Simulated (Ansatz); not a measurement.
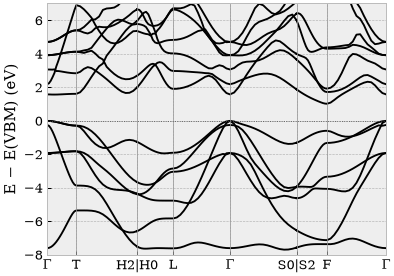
Band structure from DFT-r²SCAN in the program Ansatz with PAW potentials

Q: Read off the gap and where the band edges lie.

A: About 1.0 eV (1.02 eV by a search for the band edges); maximum at Γ, minimum at F.

Q: Which of these materials gives this?
(A) GaP, R-3m (Ga on 6c, P on 6c)
(B) NaGdSe2, R-3m (Na on 3b, Gd on 3a, Se on 6c)
(C) LiGdSe2, R-3m (Li on 3b, Gd on 3a, Se on 6c)
(D) NbCuN2, R-3m (Nb on 3b, Cu on 3a, N on 6c)

A: A, GaP, R-3m (Ga on 6c, P on 6c)

The first step of the workflow began from a Materials Project structure, measured or hypothetical; the Crystallography Open Database copy checked does not list it. It is not the phase usual at ambient conditions (space group No. 216). The cell was relaxed with r²SCAN under the symmetry of its start; its stability against distortions is not shown here. Scalar-relativistic: spin–orbit coupling is off unless named, which matters more the heavier the elements.

Potentials: the later of the program's two PAW sets.
